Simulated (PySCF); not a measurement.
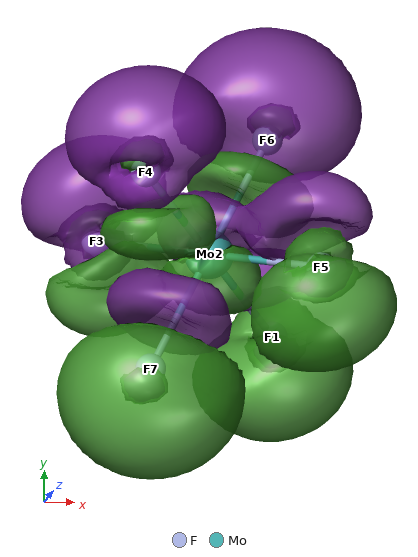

*F6Mo, SMILES `F[Mo](F)(F)(F)(F)F`. Change of the electron density in a uniform field of 0.51 V/Å, surfaces at ±0.002 e/Å³ (purple: gain, green: loss).*

Computed with PySCF, B3LYP/def2-SVPD, geometry: GFN2-xTB. Core potentials replace the inner electrons of Mo; spin–orbit coupling isn't included. This is a single-reference result, which may miss multireference character in this system. No frequency check shows the geometry to be a minimum. GFN2-xTB bond lengths at metals and heavier atoms can be off by up to 0.1 Å and shapes distorted, which carries into these values.

Geometry (Å), atoms numbered from 1:

```
F1       1.0832   -0.6577   -1.1874
Mo2     -0.0000    0.0000   -0.0000
F3      -1.1157    0.4341   -1.2580
F4      -1.0832    0.6577    1.1874
F5       1.1157   -0.4340    1.2581
F6       0.7733    1.5475   -0.1518
F7      -0.7733   -1.5475    0.1517
```

The field was applied in both directions; the picture shows the one opposite to the script's first.

Question: Along which Cartesian direction does the field point?

Answer: Along −y: electrons gather on the +y side, against the field.

Question: What dipole is induced, and what polarisability does it imply?

Answer: The induced dipole is 1.11 D (along the field); α along this axis, from the fields in both directions, is 44 bohr³ (6.5 Å³).

Cost of the run: 32 s on 1 thread of Intel(R) Xeon(R) 6975P-C (Granite Rapids), on a shared host, peak memory 0.83 GiB.
